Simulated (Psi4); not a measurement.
# GaH2ClO (SMILES [OH][GaH][Cl]) at M06-L/def2-SVPD

Aim: the vertical ionisation energy of GaH2ClO at M06-L/def2-SVPD, from 2 runs. 

Program for the calculation: Psi4 1.11.

1 further run of the same task is left out (set aside as unsound or not needed). Runs told in other sessions of the task aren't counted.

### Step 1. Starting point

The species is GaH2ClO (5 atoms), meant as a singlet with charge 0. As SMILES, `[OH][GaH][Cl]`. The shape is that of a PBE0-D4/def2-TZVP optimisation. This is one conformer, not always the lowest.

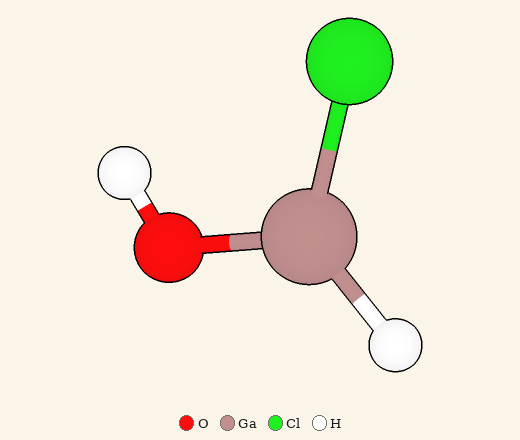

The structure, seen from a chosen angle (oxygen red, gallium pink, chlorine green, hydrogen white).

### Step 2. A single-point energy at M06-L/def2-SVPD

The input, calc.dat:

```
memory 2.2 GB

molecule geom {
  0 1
  O     -2.17772039     0.97509868    -0.93900491
  Ga     0.88817128     0.39325201     0.27627796
  Cl     1.75272098    -3.50846552     0.95355580
  H     -3.16018900    -0.53252482    -1.17597657
  H      2.79150343     2.53336684     0.80672408
  units bohr
  symmetry c1
  no_reorient
  no_com
}

set globals {
  puream true
  e_convergence 1e-09
  d_convergence 1e-08
  scf_type pk
  dft_radial_points 99
  dft_spherical_points 590
}

e_tot, wfn = energy('m06-l/def2-SVPD', return_wfn=True)
oeprop(wfn, 'WIBERG_LOWDIN_INDICES', 'QUADRUPOLE', 'DIPOLE')
```

Launch:

```sh
$ psi4 -i calc.dat -o calc.out -n 1
```

calc.out:

```text
[...]
  Running in c1 symmetry.
[...]
  Nuclear repulsion =  255.054728156434294
[...]
  Multiplicity = 1
[...]
  Nalpha       = 29
  Nbeta        = 29
[...]
    Number of basis functions: 104
[...]
   @RKS iter   1: -2459.06666735339195   -1.34817e+00   2.59899e-02 ADIIS/DIIS
[...]
   @RKS iter  14: -2461.06624003492016    5.00222e-12   4.73270e-09 DIIS
[...]
    Orbital Energies [Eh]
    ---------------------
    Doubly Occupied:
       1A   -371.917033     2A   -101.135723     3A    -45.828153
       4A    -40.499387     5A    -40.495444     6A    -40.494022
       7A    -18.980759     8A     -9.403170     9A     -7.112805
      10A     -7.107579    11A     -7.106688    12A     -5.528056
      13A     -3.773115    14A     -3.764677    15A     -3.760201
      16A     -0.958809    17A     -0.810295    18A     -0.791647
      19A     -0.788601    20A     -0.788206    21A     -0.782376
      22A     -0.751250    23A     -0.475986    24A     -0.403874
      25A     -0.339282    26A     -0.315908    27A     -0.310642
      28A     -0.289778    29A     -0.287654
[...]
  @RKS Final Energy: -2461.06624003492016
   => Energetics <=
    Nuclear Repulsion Energy =            255.0547281564342939
    One-Electron Energy =               -3932.6189847923592424
    Two-Electron Energy =                1329.1814722473789061
    DFT Exchange-Correlation Energy =    -112.6834556463745827
    Empirical Dispersion Energy =           0.0000000000000000
    VV10 Nonlocal Energy =                  0.0000000000000000
    Total Energy =                      -2461.0662400349201562
[...]
 Multipole Moments:
 ------------------------------------------------------------------------------------
     Multipole            Electronic (a.u.)      Nuclear  (a.u.)        Total (a.u.)
 ------------------------------------------------------------------------------------
 L = 1.  Multiply by 2.5417464519 to convert [e a0] to [Debye]
 Dipole X            :        -39.5023641           39.5391176            0.0367536
 Dipole Y            :         37.9134037          -37.6514701            0.2619336
 Dipole Z            :        -16.9030264           16.8937736           -0.0092528
 Magnitude           :                                                    0.2646614
 L = 2.  Multiply by 1.3450342976 to convert [e a0^2] to [Debye ang]
 Quadrupole XX       :       -158.4177263          132.3978338          -26.0198926
 Quadrupole XY       :        105.2136434         -101.9447667            3.2688767
[...]
```

Run time: 41 s. Hardware: 1 thread of AMD EPYC 7R43 (Zen 3), shared host; peak memory 1 GiB.

### Step 3. The doublet cation

The input, clgah2o.xyz:

```xyz
5
ClGaH2O
O     -1.152400     0.516000    -0.496900
Ga     0.470000     0.208100     0.146200
Cl     0.927500    -1.856600     0.504600
H     -1.672300    -0.281800    -0.622300
H      1.477200     1.340600     0.426900
```

The input, job.py:

```python
import psi4

psi4.set_memory('2200 MB')
psi4.set_num_threads(1)
psi4.set_output_file('clgah2o.out', False)

with open('clgah2o.xyz') as f:
    atoms = ''.join(f.readlines()[2:])
mol = psi4.geometry('1 2\n' + atoms + 'symmetry c1')

psi4.set_options({
    'basis': 'def2-SVPD',
    'reference': 'uks',
    'puream': True,
    'e_convergence': 1e-09,
    'd_convergence': 1e-08,
    'scf_type': 'pk',
    'dft_radial_points': 99,
    'dft_spherical_points': 590,
    'maxiter': 100,
})

result, w = psi4.energy('m06-l', molecule=mol, return_wfn=True)
psi4.oeprop(w, 'WIBERG_LOWDIN_INDICES', 'LOWDIN_CHARGES', 'DIPOLE')
print(f'm06-l energy: {result:.10f} Eh')
```

Launch:

```sh
$ python job.py
```

clgah2o.out:

```text
[...]
  Running in c1 symmetry.
[...]
  Nuclear repulsion =  255.054728086578365
[...]
  Multiplicity = 2
[...]
  Nalpha       = 29
  Nbeta        = 28
[...]
    Number of basis functions: 104
[...]
   @UKS iter   1: -2458.54251479142340   -8.24019e-01   2.62470e-02 ADIIS/DIIS
[...]
   @UKS iter  32: -2460.65778900371561   -2.27374e-12   4.63218e-09 DIIS
[...]
   @S^2 Observed:                7.563381580E-01
[...]
    Orbital Energies [Eh]
    ---------------------
    Alpha Occupied:
       1A   -372.167810     2A   -101.427503     3A    -46.078856
       4A    -40.749669     5A    -40.746270     6A    -40.744983
       7A    -19.278092     8A     -9.691265     9A     -7.404163
      10A     -7.398798    11A     -7.392881    12A     -5.778129
      13A     -4.021899    14A     -4.015082    15A     -4.010985
      16A     -1.248724    17A     -1.073637    18A     -1.040749
      19A     -1.038609    20A     -1.037443    21A     -1.035255
      22A     -1.014699    23A     -0.740750    24A     -0.662372
      25A     -0.608684    26A     -0.586430    27A     -0.577338
      28A     -0.565364    29A     -0.553491
    Alpha Virtual:
[...]
  @UKS Final Energy: -2460.65778900371561
   => Energetics <=
    Nuclear Repulsion Energy =            255.0547280865783648
    One-Electron Energy =               -3917.4300723287465189
    Two-Electron Energy =                1314.0509098881284444
    DFT Exchange-Correlation Energy =    -112.3333546496759254
    Empirical Dispersion Energy =           0.0000000000000000
    VV10 Nonlocal Energy =                  0.0000000000000000
    Total Energy =                      -2460.6577890037156067
  UHF NO Occupations:
  HONO-2 :   27  A 1.9997458
  HONO-1 :   28  A 1.9977834
[...]
 Multipole Moments:
 ------------------------------------------------------------------------------------
     Multipole            Electronic (a.u.)      Nuclear  (a.u.)        Total (a.u.)
 ------------------------------------------------------------------------------------
 L = 1.  Multiply by 2.5417464519 to convert [e a0] to [Debye]
 Dipole X            :          1.7441918           -1.9985696           -0.2543779
 Dipole Y            :          0.5622971           -0.5554586            0.0068385
 Dipole Z            :          0.6626454           -0.7081602           -0.0455148
 Magnitude           :                                                    0.2585082
[...]
```

On the terminal:

```text
m06-l energy: -2460.6577890037 Eh
```

Run time: 2.6 min. Hardware: 1 thread of AMD EPYC 7R43 (Zen 3), shared host; peak memory 1 GiB.

### Step 4. Summary of results

At M06-L/def2-SVPD:

| quantity | value |
| --- | --- |
| singlet GaH2ClO: total energy | -2461.06624 Eh |
| singlet GaH2ClO: dipole moment | 0.67 D |
| singlet GaH2ClO: HOMO energy | -7.83 eV |
| singlet GaH2ClO: LUMO energy | -1.53 eV |
| singlet GaH2ClO: HOMO–LUMO gap | 6.30 eV |
| doublet cation: total energy | -2460.65779 Eh |
| doublet cation: HOMO energy (highest over α and β) | -14.55 eV |
| doublet cation: LUMO energy (lowest over α and β) | -14.30 eV |
| doublet cation: ⟨S²⟩ | 0.756 |
| vertical ionisation energy (to the doublet cation) | 11.115 eV |

In words: The vertical ionisation energy comes to 11.11 eV (256 kcal/mol). The negative HOMO energy of the first species, 7.83 eV, lies 3.29 eV below that difference.
